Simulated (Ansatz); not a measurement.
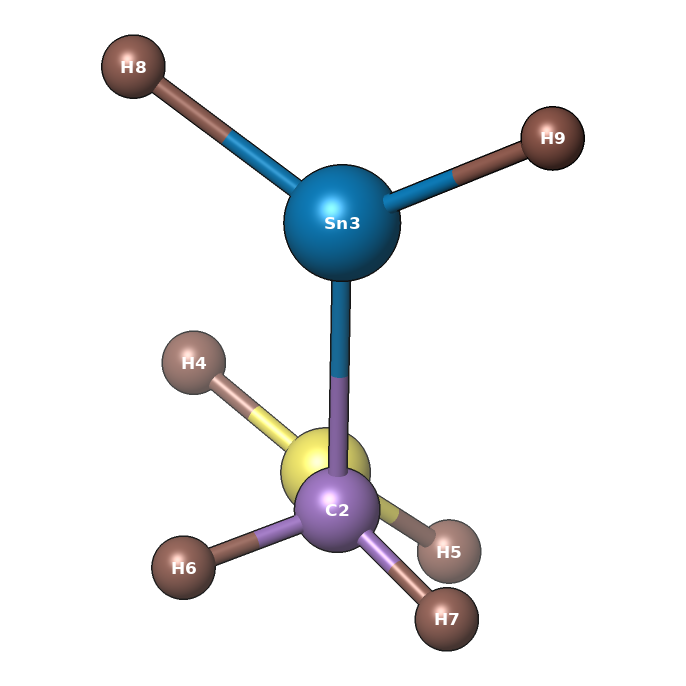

Simulated data, not a measurement (program: Ansatz).

B1 lies behind C2. The molecule seen nearly along the C2–B1 bond, C2 in front. Distant atoms are faded towards the background colour. Charge +1, singlet. Geometry: moved along internal coordinates away from the minimum.

**What is the torsion angle Sn3–C2–B1–H4? The sign is positive where the front bond must turn clockwise to cover the back bond.**

−52°, synclinal (gauche).
